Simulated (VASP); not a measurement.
Band structure of OsO2 (space group P4_2/mnm). Method: LDA (Ceperley-Alder, Perdew-Zunger), VASP's LDA PAW potentials (set 64) (plane waves; VASP 6.6.1).

Unless said otherwise, spin-orbit coupling is left out, though it shifts the bands of the heavy elements here.

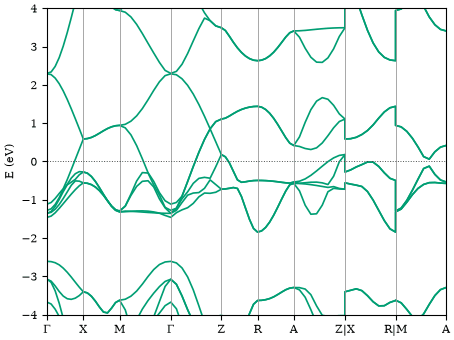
Figure. Bands along high-symmetry lines, zero at the valence-band maximum or, without a gap, the Fermi level

Problem. Read the plot: is there a gap, and where are the band edges?

Solution. It has no gap at this level: it comes out as a metal or semimetal. (Edges off the drawn lines would not show.)

The structure comes from a computed database's OsO2 entry (P4_2/mnm); how it stands against other phases isn't given here. It was relaxed first.
